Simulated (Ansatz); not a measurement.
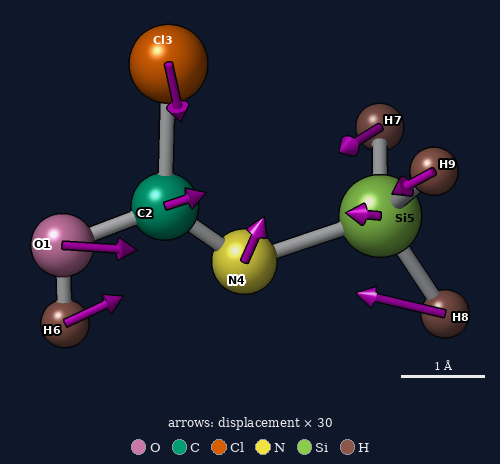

This is a relaxation of CH4ClNOSi. The starting structure is drawn; purple arrows show the displacements, 30 times their true length. The two geometries are superimposed by the best rigid fit.

A ball-and-stick model, seen at a tilt.

The start comes from PBE-D4/def2-SVP.

Computed with Ansatz 0.2.0, RKS PBE0-D4/def2-TZVP.

Input file:
```yaml
crystal:
  periodic: [false, false, false]
  atoms:
    - {symbol: O, position_ang: [-1.570002, 1.518570, 1.176280]}
    - {symbol: C, position_ang: [-0.581940, 0.696260, 0.794082]}
    - {symbol: Cl, position_ang: [0.509005, 0.452062, 2.180646]}
    - {symbol: N, position_ang: [-0.452372, 0.188170, -0.351402]}
    - {symbol: Si, position_ang: [0.814393, -0.896054, -0.915752]}
    - {symbol: H, position_ang: [-2.141470, 1.616251, 0.383109]}
    - {symbol: H, position_ang: [2.152747, -0.208270, -0.882661]}
    - {symbol: H, position_ang: [0.488860, -1.272361, -2.329978]}
    - {symbol: H, position_ang: [0.869278, -2.141028, -0.071425]}
basis:
  gaussian: {orbitals: def2-TZVP}
hamiltonian: {xc: pbe0, dispersion: d4}
relax: {f_tol: 0.005, max_steps: 150}
```

Launched with:
```bash
ansatz run in.yaml --threads 4 --pin off --events-out ev --progress --plain --max-ram 10444MiB
```

### What did the optimiser do to the structure, and how much energy did it gain?

The atom that moves furthest after the best rigid fit is H8 (0.038 Å). Largest moves by element: H 0.038 Å, O 0.032 Å, Cl 0.029 Å, N 0.022 Å, C 0.018 Å, Si 0.016 Å. Some distances before and after: C2–Cl3 1.781 → 1.749 Å, N4–Si5 1.760 → 1.734 Å, Si5–H7 1.505 → 1.486 Å, C2–N4 1.260 → 1.242 Å. Over 8 geometry steps the energy falls by 5.00 kJ/mol. Largest force component: 1.1 eV/Å at the start, 0.0037 eV/Å at the end.
